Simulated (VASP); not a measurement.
```xyz
8
Lattice="0.0000 2.2036 2.2036 2.2036 0.0000 2.2036 8.8138 8.8138 0.0007" Properties=species:S:1:pos:R:3 pbc="T T T"
Ga     8.8120     8.8120     0.0025
N      1.1297     1.1297     1.0739
N      3.3112     3.3112     1.0960
N      5.5020     5.5020     1.1089
N      7.6839     7.6839     1.1306
Al     4.4224     4.4224     4.3921
Al     4.4068     4.4068     0.0004
Al     6.5977     6.5977     0.0132
```

Computed with PBEsol GGA, VASP's PBE PAW potentials (set 64) (plane waves; VASP). Settings: 520 eV cut-off, 10×10×3 Γ-centred mesh, tetrahedra with Blöchl corrections, potentials Ga_d N Al.

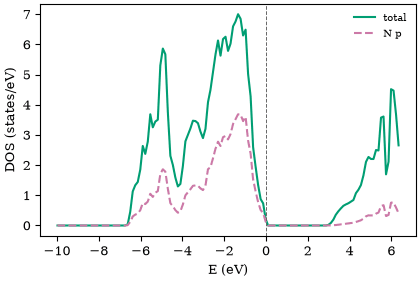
*Total and projected density of states, zero at the valence-band maximum*

Within 2 eV below the valence-band maximum the largest weight inside VASP's projection spheres is N p.

The gap is indirect, 2.88 eV, from the valence maximum at Γ to the conduction minimum at F.

The structure was generated: Al3GaN4 was put into an ordered model structure (R3m), which need not be its known phase. It was relaxed first.
